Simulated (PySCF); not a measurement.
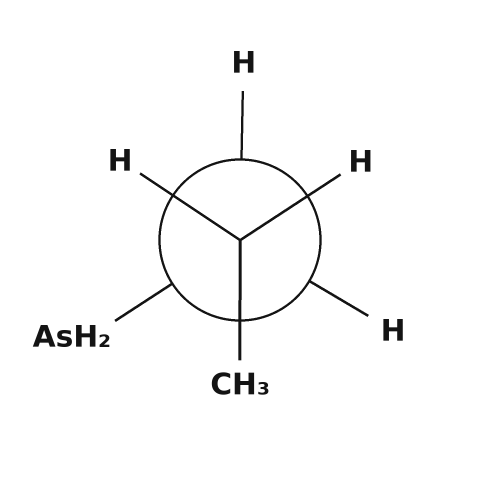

A Newman projection along the C–Si bond, carbon in front; angles are drawn as computed, but eclipsed bonds slightly apart. The computed structure is the end point of a PBE0-D3(BJ)/def2-SVP optimisation. No frequency run is at hand to confirm it as a minimum.

### Which molecule is it?

C2H9AsSi, CC[SiH2][AsH2]

### What is the torsion angle from the front CH3 to the back AsH2? The sign is positive where the front bond must turn clockwise to cover the back bond.

57°, synclinal (gauche). The conformation about this bond is staggered.
